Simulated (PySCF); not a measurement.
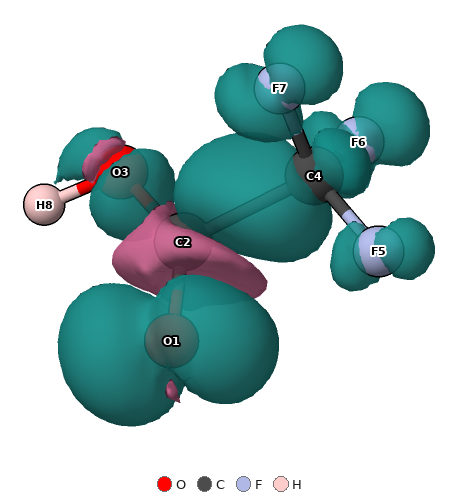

C2HF3O2 (SMILES [O+]=C(O)C(F)(F)F) (charge +1, doublet). Isosurfaces of the spin density (α minus β) at +0.015 (teal) and −0.015 e/Å³ (pink), seen at a tilt.

Geometry: PBE0-D3(BJ)/def2-SVP.

The calculation used DFT single point, gas phase, functional wB97X in PySCF.

```yaml
atoms:
  - { symbol: O, position_ang: [0.6349, 1.1659, -1.1228] }
  - { symbol: C, position_ang: [0.5082, 0.1648, -0.4783] }
  - { symbol: O, position_ang: [1.1631, -0.9129, -0.3567] }
  - { symbol: C, position_ang: [-0.8700, 0.1603, 0.5463] }
  - { symbol: F, position_ang: [-1.5588, 1.2193, 0.3280] }
  - { symbol: F, position_ang: [-1.4796, -0.9309, 0.2158] }
  - { symbol: F, position_ang: [-0.3506, 0.1170, 1.7298] }
  - { symbol: H, position_ang: [1.9713, -0.9650, -0.9126] }
```

Q: Describe the spin distribution.

A: The unpaired spin (1 electron) lies mostly on O1 (about 0.6), C4 (about 0.1) and C2 (about 0.1), in electrons by Hirshfeld's partition.
